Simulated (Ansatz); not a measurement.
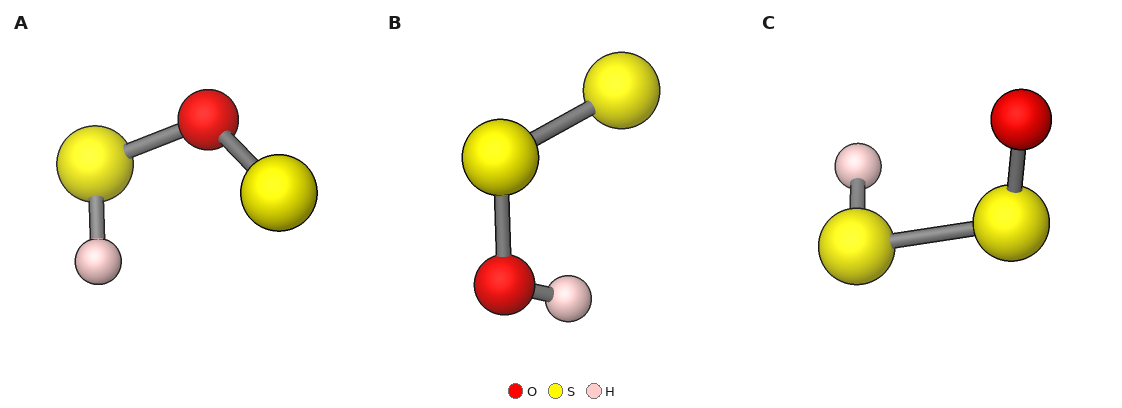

3 stationary structures of one formula. Charge 0, doublet. Geometries: PBE0-D4/def2-TZVP. Electronic energies: PBE0-D4/def2-TZVPP (Ansatz 0.2.0), without zero-point energy. No frequency run is at hand to confirm each as a minimum.

**Which structure is the most stable?**

B is lowest (Cs); C lies 32.9 kJ/mol above it (C1), A lies 194.5 kJ/mol above it (Cs).
